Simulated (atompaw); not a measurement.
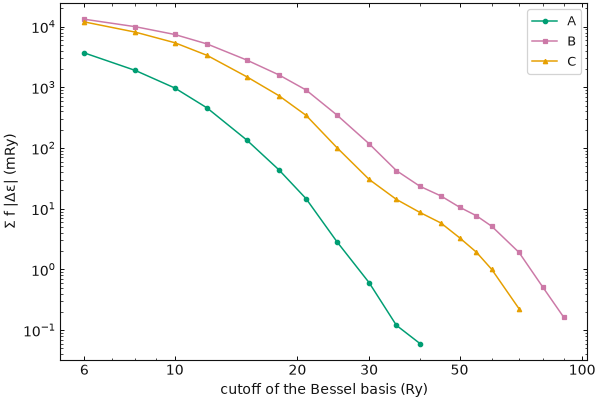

The occupation-weighted error of the valence levels in a spherical-Bessel basis for 3 variants of one potential.

Base settings:

Input of atompaw 4.2.0.5:

```
Nb 41
GGA-PBE loggrid 1500 logderivrange -6 5 276
5 5 4 0 0 0
5 0 0.5
5 1 0
4 2 4.5
0 0 0
c
c
c
v
v
c
c
v
v
c
v
3
2.55 2.00 1.90 2.50
n
n
y
0.35
n
y
0.35
y
2.15
n
bloechl sinc
4 0 troulliermartins
```

Command:
```bash
atompaw < Nb.input > Nb.log
```

Functional and relativity: PBE, non-relativistic.

Match the curves to these variants:
1. base
2. all radii scaled by 0.88 (s 1.68, p 1.46, d 2.24, f 1.80 bohr)
3. local potential bessel scheme, radius 1.90 bohr

A = 3, B = 2, C = 1.
